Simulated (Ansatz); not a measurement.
**SiCl (quartet): correlated methods under varied settings at distance Si1–Cl2 = 2.058 Å**

Aim: run SiCl (quartet) at one geometry under a spread of methods and options, and see what each costs and gives.

Program: Ansatz 0.2.0, Gaussian basis. Level of theory: the settings change from run to run. These are calculated values, not measurements.

17 further runs of the same task are left out: 14 that didn't finish, 3 set aside as unsound or not needed.

**1. The geometry**

The geometry derives from a PBE0/def2-TZVP stationary point (not a proven minimum). One bond is set to the value named and the two fragments are kept rigid.

2 atoms, charge 0, spin multiplicity 4.

Atoms are counted from 1 here; the program's logs count them from 0.

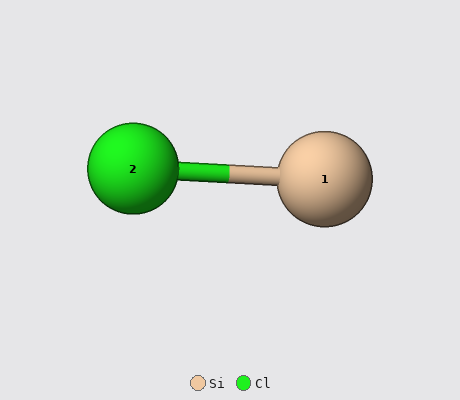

The structure; silicon light orange, chlorine green; atoms are numbered from 1 in the order of the file.

Coordinates:

```
Si    0.00000    0.00000    0.00000
Cl    0.00000    0.00000    2.05790
```

**2. CCSD on ROHF/6-31G***

File in.yaml:

```yaml
crystal:
  periodic: [false, false, false]
  atoms:
    - {symbol: Si, position_ang: [0.000000, 0.000000, 0.000000]}
    - {symbol: Cl, position_ang: [0.000000, 0.000000, 2.057900]}
basis:
  gaussian: {orbitals: "6-31G*", fitting: {mean_field: def2-universal-jkfit}, point_charges: [{charge: 0.50, position_ang: [4.007, -0.986, -0.024]}]}
magnetization: {spin_polarized: false, initial_magnetization: 3}
correlation: {method: ccsd, electrons: outside_noble_gas}
scf: {omitted_lower_state_checks: [cluster_reference]}
output: {forces: true}
```

Started as:

```sh
$ ansatz run in.yaml --threads 1 --pin off --events-out ev --progress --plain --max-ram 2393MiB
```

The log of the run, cut to the lines that bear on the results:

```text
Functional definition: HF
  name "HF"
  cite "Fock, Z. Phys. 61, 126 (1930) doi:10.1007/BF01340294"
  parent pbe
[...]
256 factors; integrals over basis functions are off by at most 8.2e-2 eV
[...]
mean field -20362.48381960 eV, -748.3074781831 hartree, gradient 1.3e-6 eV, S^2 3.750000; 3 other end points of the search recorded, 0 dependent functions left out
10 core orbitals not correlated: weight in the atoms' cores, before any rotation towards them, 1.000 or more for the frozen orbitals, at most 0.000 for the correlated occupied ones
reference -20362.48381960 eV, -748.3074781831 hartree; 7, 4 occupied and 21, 24 virtual orbitals, 256 factors
second order -4.37041604 eV of doubles, -0.02457035 eV of singles
cycle   1  -4.77977914 eV  change   -3.8e-1 eV  update   5.6e-2
[...]
cycle  14  -4.96018028 eV  change    1.4e-6 eV  update   1.2e-6
[...]
Total energy: -20367.44399988 eV, -748.4897614463 hartree
Atom 0 at     0.000000     0.000000     0.000000 Å, force    -0.022283     0.005483    -0.343123 eV/Å
Atom 1 at     0.000000     0.000000     2.057900 Å, force     0.044411    -0.010928     0.320182 eV/Å
Dipole moment:    -0.077136     0.018981    -0.260531 e Å
Checks for a lower state left out: cluster_reference
```

Run time: 1.9 s. Hardware: 1 thread of Arm Neoverse N1, shared host.

From the report: correlation -4.9602 eV; T1 0.023; largest double amplitude 0.04.

**3. CCSD(T) on ROHF/6-31G***

File in.yaml:

```yaml
crystal:
  periodic: [false, false, false]
  atoms:
    - {symbol: Si, position_ang: [0.000000, 0.000000, 0.000000]}
    - {symbol: Cl, position_ang: [0.000000, 0.000000, 2.057900]}
basis:
  gaussian: {orbitals: "6-31G*"}
magnetization: {spin_polarized: false, initial_magnetization: 3}
correlation: {method: ccsd_t, electrons: outside_noble_gas}
accuracy: high
output: {forces: true}
```

The command is unchanged.

The log of the run, cut to the lines that bear on the results:

```text
Functional definition: HF
  name "HF"
  cite "Fock, Z. Phys. 61, 126 (1930) doi:10.1007/BF01340294"
  parent pbe
[...]
634 factors; integrals over basis functions are off by at most 3.3e-9 eV
[...]
mean field -20362.47841890 eV, -748.3072797111 hartree, gradient 8.6e-8 eV, S^2 3.750000; 3 other end points of the search recorded, 0 dependent functions left out
[...]
determinant -20362.47841890 eV, -748.3072797111 hartree, with singles and doubles -20367.41931828 eV, -748.4888544141 hartree
determinant -20359.59264647 eV, -748.2012295304 hartree, with singles and doubles -20364.90863015 eV, -748.3965883271 hartree
10 core orbitals not correlated: weight in the atoms' cores, before any rotation towards them, 1.000 or more for the frozen orbitals, at most 0.000 for the correlated occupied ones
reference -20362.47841890 eV, -748.3072797111 hartree; 7, 4 occupied and 21, 24 virtual orbitals, 634 factors
second order -4.35671750 eV of doubles, -0.02393351 eV of singles
cycle   1  -4.94119351 eV  change   -2.9e-4 eV  update   6.8e-4
[...]
cycle  17  -4.94146245 eV  change  -5.5e-10 eV  update  6.0e-10
perturbative correction -0.13118381 eV, -0.0048209161 hartree
[...]
Total energy: -20367.55106516 eV, -748.4936960227 hartree
Atom 0 at     0.000000     0.000000     0.000000 Å, force    -0.000000     0.000000    -0.430368 eV/Å
Atom 1 at     0.000000     0.000000     2.057900 Å, force     0.000000    -0.000000     0.430368 eV/Å
Dipole moment:     0.000000    -0.000000    -0.277561 e Å
```

It took 6.5 s on 1 thread of Arm Neoverse N1, shared host.

From the report: correlation -5.0726 eV; T1 0.022; largest double amplitude 0.04.

**4. NEVPT4(SD)(3,5)/6-31G**

File in.yaml:

```yaml
crystal:
  periodic: [false, false, false]
  atoms:
    - {symbol: Si, position_ang: [0.000000, 0.000000, 0.000000]}
    - {symbol: Cl, position_ang: [0.000000, 0.000000, 2.057900]}
basis:
  gaussian: {orbitals: 6-31G}
magnetization: {spin_polarized: false, initial_magnetization: 3}
correlation: {method: fic_nevpt4_sd, electrons: outside_noble_gas, active_space: {window: {electrons: 3, orbitals: 5}}}
```

Launched as before.

The log of the run:

```text
Functional definition: HF
  name "HF"
  cite "Fock, Z. Phys. 61, 126 (1930) doi:10.1007/BF01340294"
  parent pbe
  exchange = exact_x
  correlation = 0
280 factors; integrals over basis functions are off by at most 1.1e-4 eV
mean field evaluation 1: about -20360.2606 eV, gradient 8.1e0 eV
mean field evaluation 2: about -20360.2639 eV, gradient 8.1e0 eV
mean field evaluation 4: about -20361.2824 eV, gradient 1.4e0 eV
mean field evaluation 8: about -20361.3339 eV, gradient 6.0e-4 eV
mean field evaluation 16: about -20358.7125 eV, gradient 3.7e-5 eV
mean field evaluation 32: about -20358.7125 eV, gradient 2.9e-6 eV
mean field -20361.33390721 eV, -748.2652196822 hartree, gradient 4.5e-6 eV, S^2 3.750000; 3 other end points of the search recorded, 0 dependent functions left out
reference -20361.33390721 eV, -748.2652196822 hartree; 17, 14 occupied and 9, 12 virtual orbitals, 280 factors
state -20361.36222732 eV, -748.2662604272 hartree
state -20361.36222732 eV, -748.2662604272 hartree; corrected -20363.10676145 eV, -748.3303708738 hartree
Total energy: -20363.10676145 eV, -748.3303708738 hartree
```

Wall time 2.5 s (1 thread of Arm Neoverse N1, shared host).

From the report: 4 determinants; active occupations 1.00, 1.00, 1.00, 0.00, 0.00.

**5. CCSDT(Q) on UHF/6-31G**

File in.yaml:

```yaml
crystal:
  periodic: [false, false, false]
  atoms:
    - {symbol: Si, position_ang: [0.000000, 0.000000, 0.000000]}
    - {symbol: Cl, position_ang: [0.000000, 0.000000, 2.057900]}
basis:
  gaussian: {orbitals: 6-31G}
magnetization: {spin_polarized: true, initial_magnetization: 3}
correlation: {method: ccsdt_q, electrons: valence}
accuracy: high
scf: {lower_state_search: light}
```

Launched as before.

The log of the run, cut to the lines that bear on the results:

```text
Functional definition: HF
  name "HF"
  cite "Fock, Z. Phys. 61, 126 (1930) doi:10.1007/BF01340294"
  parent pbe
[...]
504 factors; integrals over basis functions are off by at most 3.1e-9 eV
[...]
mean field -20361.35977965 eV, -748.2661704767 hartree, gradient 3.1e-8 eV, S^2 3.752711; 1 other end points of the search recorded, 0 dependent functions left out
determinant -20361.35977965 eV, -748.2661704767 hartree, with singles and doubles -20363.13092068 eV, -748.3312587092 hartree
determinant -20358.77757480 eV, -748.1712761990 hartree, with singles and doubles -20360.28599035 eV, -748.2267094478 hartree
10 core orbitals not correlated: weight in the atoms' cores, before any rotation towards them, 1.000 or more for the frozen orbitals, at most 0.000 for the correlated occupied ones
reference -20361.35977965 eV, -748.2661704767 hartree; 7, 4 occupied and 9, 12 virtual orbitals, 504 factors
second order -1.48147344 eV of doubles, -0.00000000 eV of singles
cycle   1  -1.66262788 eV  change   -1.8e-1 eV  update   5.3e-2
[...]
cycle  25  -1.80966193 eV  change   2.3e-10 eV  update  7.5e-10
perturbative correction -0.00028640 eV, -0.0000105249 hartree
Total energy: -20363.16972798 eV, -748.3326848510 hartree
```

Wall time 6.5 s (1 thread of Arm Neoverse N1, shared host).

From the report: ⟨S²⟩ of the determinant 3.753 (pure quartet: 3.75); correlation -1.8099 eV; T1 0.014; largest double amplitude 0.06.

**6. CCSDT/6-31G**

Edit in.yaml of step 5 so:

```diff
@@ -8,4 +8,3 @@
 magnetization: {spin_polarized: true, initial_magnetization: 3}
-correlation: {method: ccsdt_q, electrons: valence}
-accuracy: high
-scf: {lower_state_search: light}
+hamiltonian: {xc: {name: r2SCAN}}
+correlation: {method: ccsdt, electrons: all}
```

Same command.

The log of the run, cut to the lines that bear on the results:

```text
Functional definition: r2SCAN
  name "r2SCAN"
  cite "Furness, Kaplan, Ning, Perdew & Sun, J. Phys. Chem. Lett. 11, 8208 (2020) doi:10.1021/acs.jpclett.0c02405"
  cite "Furness, Kaplan, Ning, Perdew & Sun, J. Phys. Chem. Lett. 11, 9248 (2020) doi:10.1021/acs.jpclett.0c03077"
  parent r2scan
[...]
496 factors; integrals over basis functions are off by at most 4.9e-8 eV
[...]
mean field -20393.04778063 eV, -749.4306830341 hartree, gradient 1.5e-6 eV, S^2 3.751859; 0 other end points of the search recorded, 0 dependent functions left out
reference -20361.12641273 eV, -748.2575944006 hartree; 17, 14 occupied and 9, 12 virtual orbitals, 496 factors
second order -1.78056112 eV of doubles, -0.18896954 eV of singles
cycle   1  -2.04456446 eV  change   -8.1e-2 eV  update   5.4e-2
[...]
cycle  13  -2.19726728 eV  change   -9.1e-7 eV  update   1.7e-6
Total energy: -20363.32368001 eV, -748.3383424838 hartree
```

Wall time 17 s (1 thread of Arm Neoverse N1, shared host).

From the report: ⟨S²⟩ of the determinant 3.752 (pure quartet: 3.75); correlation -2.1973 eV; T1 0.010; largest double amplitude 0.06. The orbitals are Kohn-Sham ones, so correlation energy and T1 don't compare with those on Hartree-Fock orbitals.

**7. CCSDT(Q)/B on ROHF/def2-SVP**

File in.yaml:

```yaml
crystal:
  periodic: [false, false, false]
  atoms:
    - {symbol: Si, position_ang: [0.000000, 0.000000, 0.000000]}
    - {symbol: Cl, position_ang: [0.000000, 0.000000, 2.057900]}
basis:
  gaussian: {orbitals: def2-SVP, fitting: {mean_field: def2-universal-jkfit}, point_charges: [{charge: 0.50, position_ang: [3.865, -0.181, -0.820]}]}
magnetization: {spin_polarized: false, initial_magnetization: 3}
correlation: {method: ccsdt_q_b, electrons: valence}
output: {forces: true}
```

Launched as before.

The log of the run, cut to the lines that bear on the results:

```text
Functional definition: HF
  name "HF"
  cite "Fock, Z. Phys. 61, 126 (1930) doi:10.1007/BF01340294"
  parent pbe
[...]
256 factors; integrals over basis functions are off by at most 3.1e-2 eV
[...]
mean field -20356.85598043 eV, -748.1006589082 hartree, gradient 1.3e-6 eV, S^2 3.750000; 5 other end points of the search recorded, 0 dependent functions left out
determinant -20356.85598043 eV, -748.1006589082 hartree, with singles and doubles -20362.05505751 eV, -748.2917214667 hartree
determinant -20354.19894124 eV, -748.0030145190 hartree, with singles and doubles -20359.78667106 eV, -748.2083598024 hartree
determinant -20354.16660377 eV, -748.0018261390 hartree, with singles and doubles -20359.75740211 eV, -748.2072841885 hartree
10 core orbitals not correlated: weight in the atoms' cores, before any rotation towards them, 1.000 or more for the frozen orbitals, at most 0.000 for the correlated occupied ones
reference -20356.85598043 eV, -748.1006589082 hartree; 7, 4 occupied and 19, 22 virtual orbitals, 256 factors
second order -4.60241639 eV of doubles, -0.02419820 eV of singles
cycle   1  -5.01064581 eV  change   -3.8e-1 eV  update   6.5e-2
[...]
cycle  17  -5.34648301 eV  change   -4.5e-7 eV  update   1.3e-6
perturbative correction -0.00962814 eV, -0.0003538277 hartree
[...]
Total energy: -20362.21209158 eV, -748.2974923624 hartree
Atom 0 at     0.000000     0.000000     0.000000 Å, force    -0.028373     0.001329    -0.635675 eV/Å
Atom 1 at     0.000000     0.000000     2.057900 Å, force     0.049919    -0.002338     0.604525 eV/Å
Dipole moment:    -0.085447     0.004002    -0.155287 e Å
```

Run time: 96 s. Hardware: 1 thread of Arm Neoverse N1, shared host; peak memory 0.62 GiB.

From the report: correlation -5.3561 eV; T1 0.026; largest double amplitude 0.06.

**8. The runs in one table**

Where basis and cores are those of an earlier FCI/6-31G run (-20363.1693 eV), and the state is the same kind, the miss against it is given.

| level | correlated | functions | energy (eV) | from FCI (meV) | time |
| --- | --- | --- | --- | --- | --- |
| CCSD on ROHF/6-31G* (beside a point charge) | outside noble gas | 38 | -20367.4440 |  | 1.9 s |
| CCSD(T) on ROHF/6-31G* | outside noble gas | 38 | -20367.5511 |  | 6.5 s |
| NEVPT4(SD)(3,5)/6-31G | outside noble gas | 26 | -20363.1068 | 62.5 | 2.5 s |
| CCSDT(Q) on UHF/6-31G | valence | 26 | -20363.1697 | -0.5 | 6.5 s |
| CCSDT/6-31G (on r2SCAN orbitals) | all | 26 | -20363.3237 |  | 17 s |
| CCSDT(Q)/B on ROHF/def2-SVP (beside a point charge) | valence | 36 | -20362.2121 |  | 96 s |

**9. Summary of results**

```
quantity                                                      value
    runs                                                          6
quickest         CCSD on ROHF/6-31G* (beside a point charge), 1.9 s
 slowest  CCSDT(Q)/B on ROHF/def2-SVP (beside a point charge), 96 s
```

In words: Total energies in different bases, with other cores or another treatment of relativity can't be set against each other. CCSDT(Q)/B on ROHF/def2-SVP (beside a point charge) took 51 times as long as CCSD on ROHF/6-31G* (beside a point charge); the jobs differ in more than the method. Among the correlated runs with a miss given, it spans -0 to +62 meV.
